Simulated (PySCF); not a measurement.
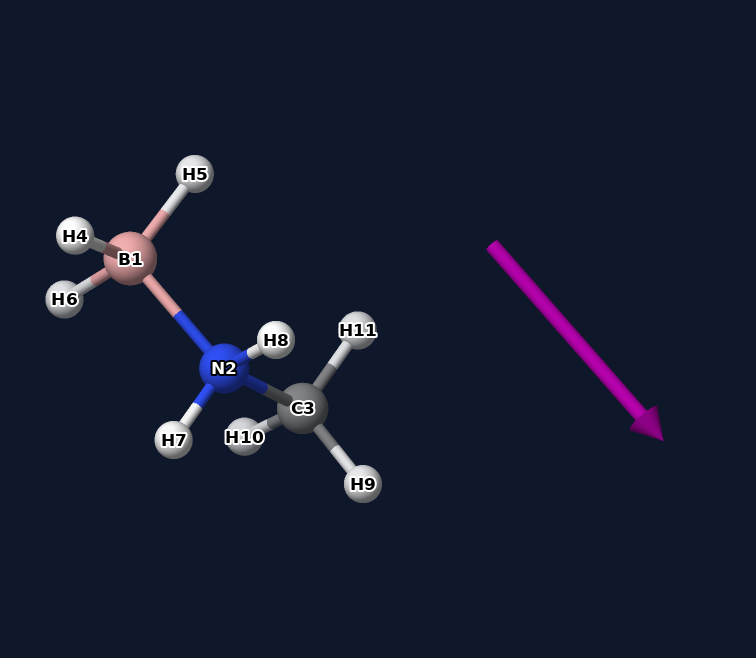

The arrow beside the molecule shows the direction of the dipole moment, from the negative to the positive end (its length means nothing). Computed geometry: PBE0-D3(BJ)/def2-SVP optimisation. No frequency run is at hand to confirm it as a minimum. Properties computed with PBE0/pcSseg-1, gas phase (PySCF 2.14.0).

Estimate the dipole moment.

Answer. 5.61 D; it points from the side of H4, H5, H6 to the side of H9 (the outermost atoms at the two ends).
